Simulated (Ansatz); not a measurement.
The starting structures come from a database of crystals and need not be the phases stable at ambient conditions.

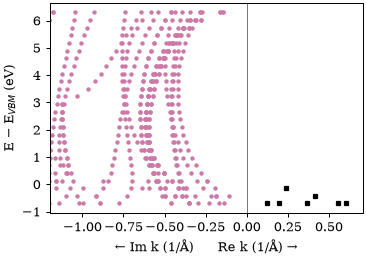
*Complex bands at the centre of the two-dimensional zone; Ansatz (an electronic-structure program) with r2SCAN*

The gap is the functional's own. No spin-orbit coupling. Mid-gap values are those at the computed energy nearest the middle.

Problem. This is HfSiO4 (I4_1/amd, 12 atoms a cell, 10.7 Å³ an atom, 2 GPa at this level) along the normal of (100). Read off the slowest decay at the centre of the two-dimensional zone at 2.94 eV, the computed energy nearest the middle of the gap.

Solution. κ ≈ 0.42 1/Å, a decay length 1/(2κ) of the density of 1.2 Å.
